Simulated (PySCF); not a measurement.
```xyz
11

F     0.1901   -0.4314   -1.8803
C    -0.2830   -0.5054   -0.5810
C    -1.2681    0.6173   -0.3495
Br   -1.8434    0.5131    1.4939
Ge    1.3483   -0.4383    0.6059
Br    2.0344    1.7238    0.7183
H    -0.7825   -1.4765   -0.4959
H    -0.7993    1.5930   -0.4936
H    -2.1480    0.5325   -0.9880
H     2.4516   -1.2127   -0.0723
H     1.1053   -0.9127    2.0167
```

Geometry: GFN2-xTB.

All numbers below come from PBE0/def2-SVPD, SCF density, gas phase (PySCF 2.14.0).

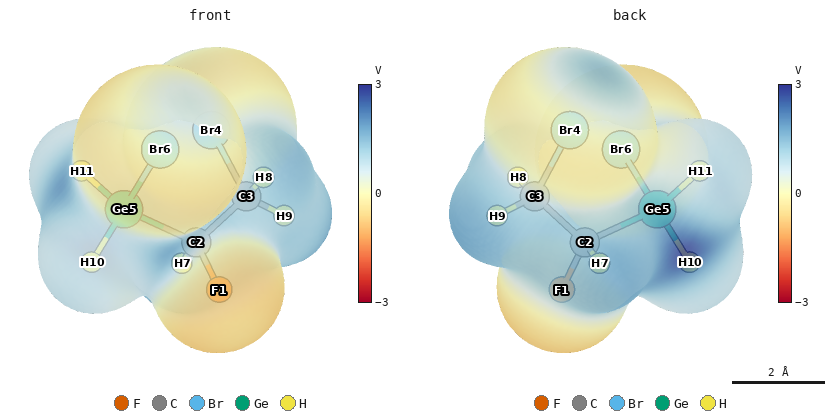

C$_{2}$H$_{5}$Br$_{2}$FGe (SMILES F[C@H](CBr)[GeH2][Br]). The molecular electrostatic potential painted on the density surface at 0.004 e/bohr³, seen from the front and from behind; the colour scale runs from red (negative) to blue (positive).

> Where is the surface potential most negative and most positive?

The most negative region (about −0.7 V) lies over F1, the most positive (about +2.6 V) over Ge5. Br4 shows a σ-hole: about +1.5 V at the tip opposite its bond, against about −0.1 V on its flanks. Br6 shows a σ-hole: about +0.7 V at the tip opposite its bond, against about −0.3 V on its flanks.
